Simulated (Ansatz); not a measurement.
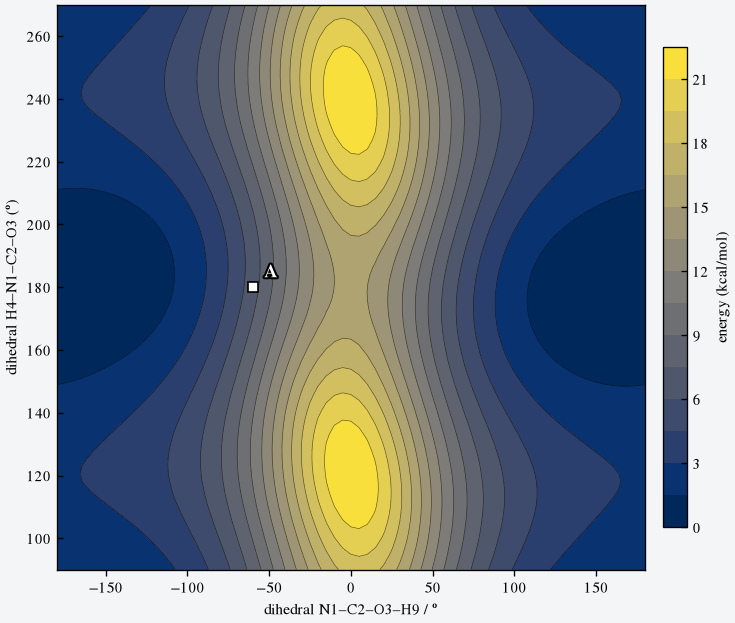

CH6NO, SMILES [NH3+]CO, charge +1. Coordinates scanned: (1) dihedral N1–C2–O3–H9; (2) dihedral H4–N1–C2–O3. Nothing is relaxed (all other coordinates rigid). The scan uses an 18 × 17 grid; 154 points were computed and 152 follow by symmetry. Energies: kcal/mol, counted from the lowest grid point. These are results of RHF-MP2, frozen core/def2-TZVP (Ansatz), not measurements.

In the figure: filled contours, the point A. Between grid points the surface is interpolated.

### Is A at rest? If not, where is it pushed?

A, at dihedral N1–C2–O3–H9 = −60°, dihedral H4–N1–C2–O3 = 180.0°, is not a stationary point. The computed force is 0.17 kcal/mol for each degree towards smaller values of dihedral N1–C2–O3–H9 and 0.04 kcal/mol for each degree towards larger values of dihedral H4–N1–C2–O3.
